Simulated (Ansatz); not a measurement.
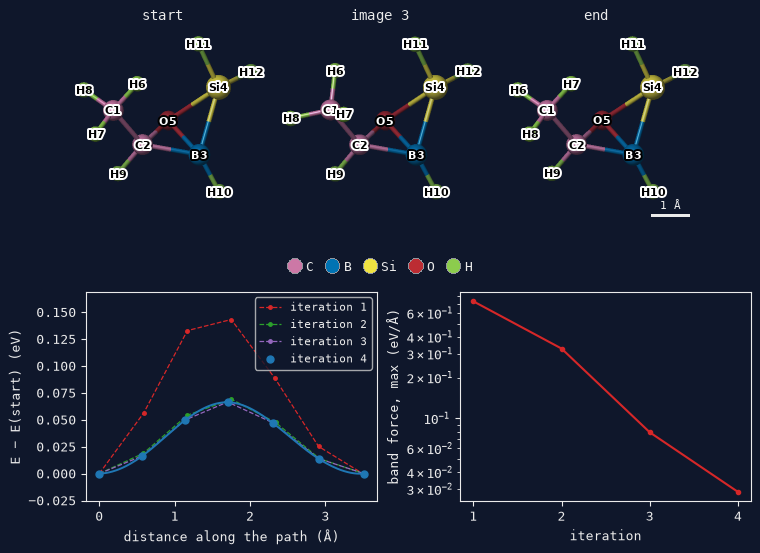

NEB run on C$_{2}$H$_{7}$BOSi. Images are numbered from 0 (start) to 6 (end). The plot follows the band through its iterations. The picture is a ball-and-stick view, seen from a free direction.

The calculation used RKS B3LYP-D4/STO-3G (Ansatz). Run with 5 movable images; climbing image; force threshold 0.05 eV/Å; iteration limit 49; starting path by image-dependent pair potential.

**How did the profile develop, and is the result final?**

The result is final at these settings. The band converged in 4 iterations. The largest component of the band force went from 0.73 to 0.029 eV/Å. The climbing image converged on the top of the path. Its vibrational analysis gives one imaginary mode (170i cm⁻¹), as a transition state must have. The first iteration put the highest image at 0.143 eV. The barrier is about 0.066 eV in both directions, with image 3 at the top; the ends have the same energy.

Limits of the set-up: STO-3G is a minimal basis, so the numbers are rough.

The run took 2.2 min on 1 thread of Intel(R) Xeon(R) Processor @ 2.50GHz (Skylake/Cascade Lake) (shared host), peak memory 0.12 GiB.
